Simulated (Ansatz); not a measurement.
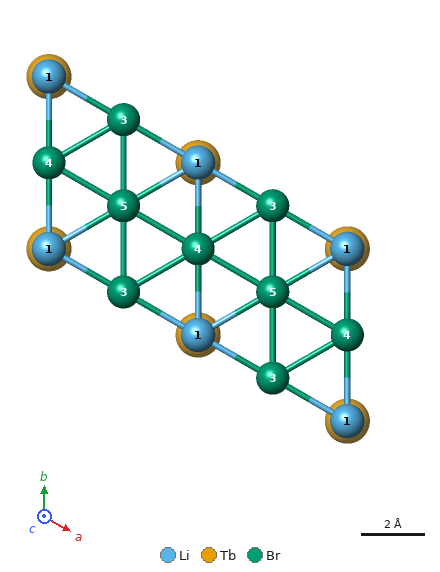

This is the input geometry for a relaxation of solid LiTbBr₃ (a generated structure, set up in P6/mmm) (coarse preliminary run). A ball-and-stick model of the cell of the calculation, repeated 2 × 1 × 1 with one cell outlined, seen along the c axis.

The calculation used DFT PBE, scalar-relativistic, plane waves, PAW; 4f electrons in the core of a trivalent norm-conserving potential (Ansatz).

The input:
```yaml
crystal:
  lattice:
    - [5.53318521, 0.0, 0.0]
    - [-2.76659261, 4.79187896, 0.0]
    - [0.0, 0.0, 5.32389057]
  atoms:
    - { symbol: Li, position: [0.0, 0.0, 0.0] }
    - { symbol: Tb, position: [0.0, 0.0, 0.5] }
    - { symbol: Br, position: [0.5, 0.0, 0.0] }
    - { symbol: Br, position: [0.0, 0.5, 0.0] }
    - { symbol: Br, position: [0.5, 0.5, 0.0] }
basis:
  ecutwfc: 690
kpoints:
  mp_grid: { grid: [6, 6, 4] }
hamiltonian:
  xc: pbe
  pseudopotentials:
    kind: paw
    azcp: { Tb: "pseudopotentials/pbe/nc/lanthanide_3plus/Tb.nc.azcp" }
scf:
  occupations: { method: gaussian, width: 0.1 }
  lower_state_search: "off"
output:
  forces: true
  stress: true
  eigenvalues: true
relax:
  adjacent_minimum: "off"
  f_tol: 0.04
  max_steps: 70
  cell: { stress_tol: 0.4 }
```

Command:
```bash
ansatz run input.yaml --threads 1 --pin off --max-ram 2560MiB --backend cpu --events-out ev --progress --plain --runs-dir out
```

Question: What does the optimiser find from here?

Answer: No atom moves by more than 0.005 Å relative to the cell. The drawn cell changes as follows: a = b 5.533 → 6.344 Å (+14.6 %), c 5.324 → 5.357 Å (+0.6 %); the volume changes by +32.3 %. Among the contacts that change: Li1–Br3 2.767 → 3.172 Å, Br3–Br4 2.767 → 3.172 Å, Tb2–Br3 3.839 → 4.152 Å, Li1–Tb2 2.662 → 2.679 Å. The space group stays P6/mmm (No. 191). The energy falls by 1.503 eV per cell of the calculation in 4 accepted moves (5 points after the start). All forces vanish by symmetry, so only the cell relaxes. Pressure: 9.71 GPa at the start and 0.14 GPa at the end. At 1 point the geometry stayed and the basis and grid were re-selected for the new cell (energy shift of 17.1 meV per cell of the calculation at most each time). Cost: 2.5 min on 1 thread of Intel(R) Xeon(R) Processor @ 2.50GHz (Skylake/Cascade Lake), with other jobs on the host, peak memory 0.58 GiB.

Final geometry:

```
CELL_PARAMETERS angstrom
6.34365 0.00000 0.00000
-3.17182 5.49376 0.00000
0.00000 0.00000 5.35747
ATOMIC_POSITIONS crystal
Li 0.00000 0.00000 0.00000
Tb 0.00000 0.00000 0.50000
Br 0.50000 0.00000 0.00000
Br 0.00000 0.50000 0.00000
Br 0.50000 0.50000 0.00000
```

After the run, drawn alike:

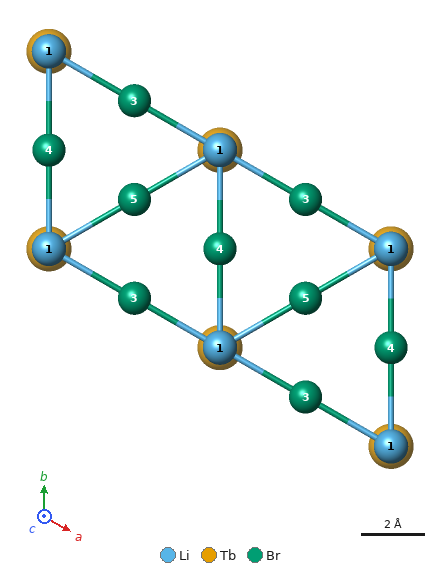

Limits of the set-up: an odd number of electrons was run without spin polarisation, which fails if the electron would localise.
